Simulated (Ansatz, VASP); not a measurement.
# Cross-check of BaTiO3 between VASP and Ansatz, part 2 of 3

Aim: how closely do two programs agree when they are given the same cell, functional and k mesh? The cell is taken from a series of VASP runs on this material, whose earlier steps may have relaxed, scaled or displaced it; both programs get it as it stands. Valence electrons are named where the data sets of a main pair hold unlike numbers.

VASP 6.6.1 and Ansatz 0.2.0.

So far: The starting structure; Ansatz: band structure, PBE; VASP: band structure, PBE.

## (4) Comparison

Known differences besides the potentials themselves: the cutoff is 420 eV in Ansatz and 520 eV in VASP. Total energies have different zeros and are not compared.

The two programs side by side:

| quantity | Ansatz | VASP | difference |
| --- | --- | --- | --- |
| pressure (GPa) | -1.52 | 0.00 | -1.52 |
| pressure without Ansatz's Pulay correction (GPa) | -2.04 | 0.00 | -2.04 |
| gap over the path points (eV) | 1.818 | 1.764 | +0.054 |

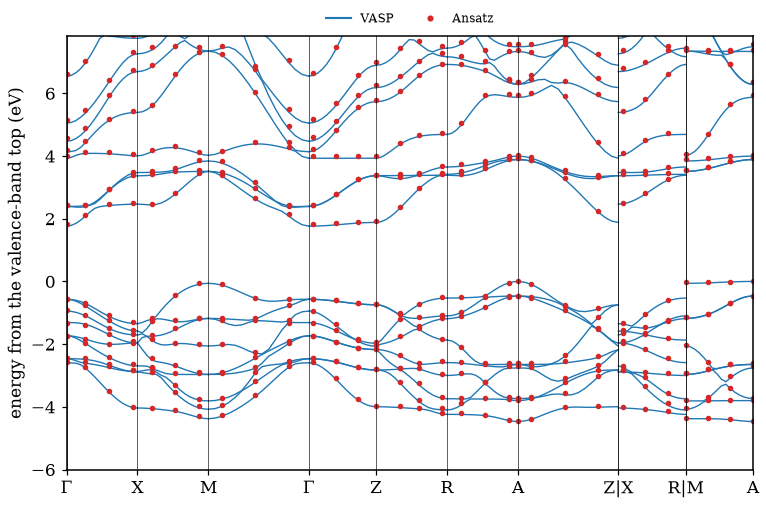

Bands from VASP (lines) and levels from Ansatz (dots). Dots without a line are higher empty bands that the VASP plot leaves out.

Levels at points of the path, from each program's valence-band top (eV; 4 filled, then empty):

| k (reciprocal lattice) | Ansatz | VASP |
| --- | --- | --- |
| 0.000 0.000 0.000 | -1.33 -0.91 -0.55 -0.55 1.82 2.44 2.44 | -1.31 -0.94 -0.57 -0.57 1.76 2.39 2.39 |
| 0.000 0.133 0.000 | -1.38 -1.07 -0.76 -0.67 2.13 2.44 2.45 | -1.37 -1.10 -0.79 -0.70 2.08 2.39 2.41 |
| 0.000 0.300 0.000 | -1.67 -1.47 -1.23 -1.08 2.46 2.94 2.96 | -1.70 -1.50 -1.26 -1.11 2.42 2.90 2.91 |
| 0.000 0.467 0.000 | -1.91 -1.68 -1.54 -1.31 2.50 3.40 3.50 | -1.96 -1.70 -1.57 -1.34 2.46 3.36 3.45 |
| 0.100 0.500 0.000 | -1.84 -1.72 -1.27 -1.17 2.48 3.43 3.52 | -1.87 -1.75 -1.30 -1.21 2.44 3.39 3.48 |
| 0.267 0.500 0.000 | -1.96 -1.50 -1.24 -0.44 2.82 3.53 3.61 | -1.99 -1.54 -1.28 -0.46 2.79 3.49 3.56 |
| 0.433 0.500 0.000 | -2.01 -1.18 -1.17 -0.06 3.45 3.56 3.86 | -2.04 -1.22 -1.20 -0.09 3.41 3.51 3.81 |
| 0.433 0.433 0.000 | -2.00 -1.24 -1.16 -0.09 3.40 3.51 3.83 | -2.03 -1.28 -1.19 -0.12 3.36 3.46 3.77 |
| 0.267 0.267 0.000 | -2.25 -1.23 -1.17 -0.52 2.67 2.99 3.17 | -2.29 -1.25 -1.21 -0.54 2.63 2.95 3.12 |
| 0.100 0.100 0.000 | -1.32 -1.23 -0.75 -0.57 2.14 2.41 2.45 | -1.31 -1.26 -0.79 -0.59 2.09 2.37 2.41 |

At this near-relaxed geometry the largest component of a force difference is 84 meV/Å. Among the levels compared at these points, filled levels agree within 57 meV and empty ones within 56 meV. Ansatz's pressure holds a Pulay correction of 0.52 GPa; VASP's holds none.

## (5) What the set-up changes

Further runs change the set-up of one program: Ansatz's method, potentials or start, or VASP's data sets, cutoff or form of LDA. The table gives Ansatz less VASP for each quantity, since a change that brings one quantity closer may part another.

| run | r.m.s. force difference (meV/Å) | pressure (GPa) | gap over the path points (eV) |
| --- | --- | --- | --- |
| as above | 33 | -1.5 | 0.054 |
| Ansatz's larger PAW set (cutoff 910 eV) | 33 | -1.5 | 0.048 |
| norm-conserving potentials (cutoff 1240 eV) | 29 | -1.6 | 0.053 |

## (6) VASP: single point, PBE

With cell and atoms fixed, the geometry can't cause a difference; cores, projectors, grids and the points listed under the comparison can.

The input, INCAR:

```
SYSTEM = BaTiO3
PREC = Accurate
ENCUT = 520
EDIFF = 1E-06
NELM = 100
ISMEAR = -5
SIGMA = 0.05
LREAL = .FALSE.
ALGO = Normal
GGA = PE
NBANDS = 35
LASPH = .TRUE.
LORBIT = 11
LWAVE = .FALSE.
LCHARG = .FALSE.
KPAR = 4
NEDOS = 2001
```

The input, POSCAR:

```
BaTiO3
1.0
    3.9987178624      0.0000000000      0.0000000000
    0.0000000000      3.9987178624      0.0000000000
    0.0000000000      0.0000000000      4.2173231794
Ba Ti O
1 1 3
Direct
    0.0000000000      0.0000000000      0.0129689622
    0.5000000000      0.5000000000      0.5319687985
    0.5000000000      0.5000000000      0.9627634873
    0.5000000000      0.0000000000      0.4846493760
    0.0000000000      0.5000000000      0.4846493760
```

The input, KPOINTS:

```
Automatic mesh
0
Gamma
10 10 9
0 0 0
```

PAW data sets: Ba_sv, Ti_sv and O (PBE family, release 64).

Command:

```bash
> mpirun -np 4 vasp_std
```

Numbers of over 12 decimals in the logs are rounded to 6 here.

The program printed:

```text
[... set-up lines as in an earlier step ...]
 entering main loop
       N       E                     dE             d eps       ncg     rms          rms(c)
DAV:   1     0.402933017935E+03    0.40293E+03   -0.19790E+04  7350   0.123E+03
DAV:   2    -0.779046700195E+01   -0.41072E+03   -0.38121E+03  8024   0.352E+02
DAV:   3    -0.488295334849E+02   -0.41039E+02   -0.40398E+02 10230   0.112E+02
DAV:   4    -0.507138270196E+02   -0.18843E+01   -0.18750E+01 10801   0.196E+01
[...]
DAV:  15    -0.400446913544E+02    0.17810E-04   -0.46308E-05  9465   0.467E-02    0.221E-02
DAV:  16    -0.400446860486E+02    0.53057E-05   -0.30530E-05  9379   0.489E-02    0.810E-03
DAV:  17    -0.400446853049E+02    0.74372E-06   -0.27197E-06  8371   0.135E-02
   1 F= -.40044685E+02 E0= -.40044685E+02  d E =0.000000E+00
```

Parts of OUTCAR (step 6):

```text
  Total       -0.0170395     -0.0170395      0.0263062      0.0000000     -0.0000000      0.0000000
  in kB       -0.4048441     -0.4048441      0.6250147      0.0000000     -0.0000000      0.0000000
  external PRESSURE =      -0.0615578 kB  Pullay stress =       0.0000000 kB

 POSITION                                       TOTAL-FORCE (eV/Angst)
 -----------------------------------------------------------------------------------
      0.00000      0.00000      0.05469         0.000000      0.000000      0.005077
      1.99936      1.99936      2.24348         0.000000     -0.000000      0.004307
      1.99936      1.99936      4.06028         0.000000      0.000000     -0.007657
      1.99936      0.00000      2.04392         0.000000      0.000000     -0.000864
      0.00000      1.99936      2.04392        -0.000000      0.000000     -0.000864
 -----------------------------------------------------------------------------------
    total drift:                                0.000000      0.000000      0.000163

  FREE ENERGIE OF THE ION-ELECTRON SYSTEM (eV)
  ---------------------------------------------------
  free  energy   TOTEN  =       -40.0446853049 eV

  energy  without entropy=      -40.0446853049  energy(sigma->0) =      -40.04468530

[... 1 part as in an earlier step ...]

[... 2 further parts left out ...]
[key lines of the parts left out:]
E-fermi :   3.7006
```

The gap is read on the k-mesh alone, so it is an upper bound where the band edges lie off the mesh.

## (7) Ansatz: single point, PBE

The same cell, functional, mesh and smearing now go to Ansatz, which takes its cutoff from its data sets.

The cell is taken from a series of VASP runs on this material, whose earlier steps may have relaxed, scaled or displaced it; both programs get it as it stands.

The input, input.yaml:

```yaml
crystal:
  lattice:
    - [3.9987178624, 0.0, 0.0]
    - [0.0, 3.9987178624, 0.0]
    - [0.0, 0.0, 4.2173231794]
  atoms:
    - { symbol: Ba, position: [0.0, 0.0, 0.0129689622] }
    - { symbol: Ti, position: [0.5, 0.5, 0.5319687985] }
    - { symbol: O, position: [0.5, 0.5, 0.9627634873] }
    - { symbol: O, position: [0.5, 0.0, 0.484649376] }
    - { symbol: O, position: [0.0, 0.5, 0.484649376] }
hamiltonian:
  xc: pbe
  pseudopotentials: { kind: paw }
kpoints:
  mp_grid: { grid: [10, 10, 9] }
scf:
  occupations: { method: tetrahedron }
output:
  forces: true
  stress: true
```

Command:

```bash
> ansatz run input.yaml --threads 2 --pin off --max-ram 4608MiB --backend cpu --events-out ev --progress --plain --runs-dir out
```

The program printed:

```text
Warning: output.forces, output.stress, relax.cell or npt_langevin: where a Kohn–Sham band that disperses or a degenerate level is filled in part under the method tetrahedron, the forces or the stress that this run publishes need not agree with its energy (scf.occupations.method in the input reference, under Limitations); prefer a smearing scheme for the forces or the stress
[...]
k-point 0: bands = [... 16 lower, 8.5113, 8.9278, 9.2899, 9.2899, 11.6570, 12.2745, 12.2745, 13.8254, ... 1 higher]
  k-point 1: bands = [... 16 lower, 8.4307, 8.7625, 9.2727, 9.2727, 11.6677, 12.3934, 12.3934, 13.8252, ... 1 higher]
  k-point 2: bands = [... 16 lower, 8.2427, 8.4008, 9.2251, 9.2251, 11.6952, 12.6871, 12.6871, 13.8253, ... 1 higher]
  k-point 104: bands = [... 16 lower, 7.2437, 9.3436, 9.3436, 9.8383, 13.7594, 13.7594, 13.8754, 15.7634, ... 1 higher]
[key lines of the parts left out:]
SCF converged after 7 iterations
Free energy (F): -10159.615578 eV
Fermi energy:    9.838292 eV
P = ⅓ Tr σ = -1.5216 GPa (-15.216 kbar)
```

Wall time 17 s (2 threads of Arm Neoverse N1, shared host); peak memory 0.4 GiB.

The run ends at a pressure of -1.52 GPa, with forces up to 0.089 eV/Å.

## (8) Differences

The two programs side by side:

| quantity | Ansatz | VASP | difference |
| --- | --- | --- | --- |
| pressure (GPa) | -1.52 | -0.01 | -1.52 |
| pressure without Ansatz's Pulay correction (GPa) | -2.04 | -0.01 | -2.04 |
| gap on the k mesh (eV) | 1.819 | 1.766 | +0.053 |

At this near-relaxed geometry the largest component of a force difference is 84 meV/Å. A gap on the mesh is an upper bound, since the band edges may lie between its points. Ansatz's pressure holds a Pulay correction of 0.52 GPa; VASP's holds none.

## (9) Further runs

Further runs change the set-up of one program: Ansatz's method, potentials or start, or VASP's data sets, cutoff or form of LDA. The table gives Ansatz less VASP for each quantity, since a change that brings one quantity closer may part another.

| run | r.m.s. force difference (meV/Å) | pressure (GPa) | gap on the k mesh (eV) |
| --- | --- | --- | --- |
| as above | 33 | -1.5 | 0.053 |
| Ansatz's larger PAW set (cutoff 910 eV) | 33 | -1.5 | 0.047 |
| norm-conserving potentials (cutoff 1240 eV) | 29 | -1.6 | 0.052 |

## (10) VASP: band structure, PBE, spin-orbit coupling

The same path points are solved in both programs, so levels can be compared one by one.

The input, INCAR:

```
SYSTEM = BaTiO3
PREC = Accurate
ENCUT = 520
EDIFF = 1E-06
NELM = 100
ISMEAR = 0
SIGMA = 0.05
LREAL = .FALSE.
ALGO = Normal
GGA = PE
LNONCOLLINEAR = .TRUE.
MAGMOM = 0 0 0 0 0 0 0 0 0 0 0 0 0 0 0
NBANDS = 52
GGA_COMPAT = .FALSE.
LASPH = .TRUE.
LSORBIT = .TRUE.
LMAXMIX = 4
LORBIT = 11
LWAVE = .FALSE.
LCHARG = .FALSE.
KPAR = 4
```

POSCAR is that of step 6.

The input, KPOINTS:

```
Automatic mesh
0
Gamma
6 6 5
0 0 0
```

The input, KPOINTS_OPT:

```
Line mode
16
Line-mode
Reciprocal
  0.00000000   0.00000000   0.00000000 GAMMA
  0.00000000   0.50000000   0.00000000 X

  0.00000000   0.50000000   0.00000000 X
  0.50000000   0.50000000   0.00000000 M

  0.50000000   0.50000000   0.00000000 M
  0.00000000   0.00000000   0.00000000 GAMMA

  0.00000000   0.00000000   0.00000000 GAMMA
  0.00000000   0.00000000   0.50000000 Z

  0.00000000   0.00000000   0.50000000 Z
  0.00000000   0.50000000   0.50000000 R

  0.00000000   0.50000000   0.50000000 R
  0.50000000   0.50000000   0.50000000 A

  0.50000000   0.50000000   0.50000000 A
  0.00000000   0.00000000   0.50000000 Z

  0.00000000   0.50000000   0.00000000 X
  0.00000000   0.50000000   0.50000000 R

  0.50000000   0.50000000   0.00000000 M
  0.50000000   0.50000000   0.50000000 A
```

Command:

```bash
> mpirun -np 4 vasp_ncl
```

The program printed:

```text
[... set-up lines as in an earlier step ...]
 entering main loop
       N       E                     dE             d eps       ncg     rms          rms(c)
DAV:   1     0.492847609925E+03    0.49285E+03   -0.19863E+04  5200   0.165E+03
DAV:   2     0.235866590962E+02   -0.46926E+03   -0.43979E+03  5712   0.474E+02
DAV:   3    -0.461619884972E+02   -0.69749E+02   -0.68258E+02  6892   0.178E+02
DAV:   4    -0.507250074987E+02   -0.45630E+01   -0.45508E+01  7736   0.424E+01
[...]
DAV:  14    -0.402414934889E+02    0.95655E-06   -0.60604E-05  6812   0.664E-02    0.228E-02
DAV:  15    -0.402414934920E+02   -0.30914E-08   -0.30391E-05  6168   0.365E-02    0.645E-03
DAV:  16    -0.402414941456E+02   -0.65360E-06   -0.39896E-06  6960   0.243E-02
   1 F= -.40241494E+02 E0= -.40241494E+02  d E =-.508159E-23  mag=     0.0000     0.0000    -0.0000
 Start KPOINTS_OPT (optional k-point list driver)
k-point batch [1-50\144]
       N       E                     dE             ncg
DAV:   1     0.416383517994E+04   -0.29237E+05     5200
DAV:   2    -0.172931667783E+05   -0.21457E+05     5648
DAV:   3    -0.204424920737E+05   -0.31493E+04     7384
DAV:   4    -0.206944272244E+05   -0.25194E+03     7580
[...]
DAV:   8    -0.207084192871E+05   -0.16103E-03     7184
DAV:   9    -0.207084192935E+05   -0.64823E-05     4900
DAV:  10    -0.207084192941E+05   -0.50443E-06     3932
[...]
k-point batch [101-144\144]
       N       E                     dE             ncg
DAV:   1     0.129404675316E+05   -0.47967E+05     4576
DAV:   2    -0.625184791913E+04   -0.19192E+05     4928
DAV:   3    -0.913206849985E+04   -0.28802E+04     6696
DAV:   4    -0.935161062744E+04   -0.21954E+03     6436
[...]
DAV:   8    -0.936325456378E+04   -0.11067E-03     6100
DAV:   9    -0.936325456719E+04   -0.34050E-05     4296
DAV:  10    -0.936325456743E+04   -0.24729E-06     3308
```

From OUTCAR (step 10):

```text
  Total       -0.0137506     -0.0137506      0.0335676      0.0000000      0.0000000      0.0000000
  in kB       -0.3267039     -0.3267039      0.7975399      0.0000000      0.0000000      0.0000000
  external PRESSURE =       0.0480440 kB  Pullay stress =       0.0000000 kB

 POSITION                                       TOTAL-FORCE (eV/Angst)
 -----------------------------------------------------------------------------------
      0.00000      0.00000      0.05469         0.000000      0.000000      0.005986
      1.99936      1.99936      2.24348         0.000000     -0.000000      0.005791
      1.99936      1.99936      4.06028         0.000000      0.000000     -0.008513
      1.99936      0.00000      2.04392         0.000000      0.000000     -0.001632
      0.00000      1.99936      2.04392        -0.000000      0.000000     -0.001632
 -----------------------------------------------------------------------------------
    total drift:                                0.000000      0.000000      0.000293

  FREE ENERGIE OF THE ION-ELECTRON SYSTEM (eV)
  ---------------------------------------------------
  free  energy   TOTEN  =       -40.2414941456 eV

  energy  without entropy=      -40.2414941456  energy(sigma->0) =      -40.24149415

 magnetization (x)
# of ion       s       p       d       tot
------------------------------------------
    1        0.000   0.000  -0.000  -0.000
    2       -0.000   0.000  -0.000  -0.000
    3       -0.000   0.000   0.000   0.000
    4        0.000   0.000   0.000   0.000
    5        0.000   0.000   0.000   0.000
--------------------------------------------------
tot         -0.000   0.000  -0.000  -0.000

 magnetization (y)
# of ion       s       p       d       tot
------------------------------------------
    1       -0.000  -0.000   0.000  -0.000
    2        0.000   0.000   0.000   0.000
    3        0.000   0.000   0.000   0.000
    4        0.000   0.000   0.000   0.000
    5        0.000   0.000   0.000   0.000
--------------------------------------------------
tot         -0.000  -0.000   0.000  -0.000

 magnetization (z)
# of ion       s       p       d       tot
------------------------------------------
    1       -0.000   0.000   0.000   0.000
    2        0.000   0.000  -0.000   0.000
    3        0.000   0.000   0.000   0.000
    4       -0.000   0.000   0.000  -0.000
    5        0.000   0.000   0.000   0.000
--------------------------------------------------
tot          0.000   0.000   0.000   0.000

[... 1 part as in an earlier step ...]

[... 2 further parts left out ...]
[key lines of the parts left out:]
E-fermi :   4.0074
```

The run ends at a pressure of 0.00 GPa, with forces up to 0.0085 eV/Å.

(Part 2 of 3 ends here.)

[Lines on the potential files, build, host, timing and source positions are cut from VASP's logs without a mark.]

[Logs are printed without paths, hosts, clocks, repeated set-up lines and the standing remarks that a program may print on its own settings, such as how far it seeks lower states.]

[Hosts, paths, dates, database ids (printed as entryN), source tags and the programs' standing remarks are cut or masked in the printed files.]
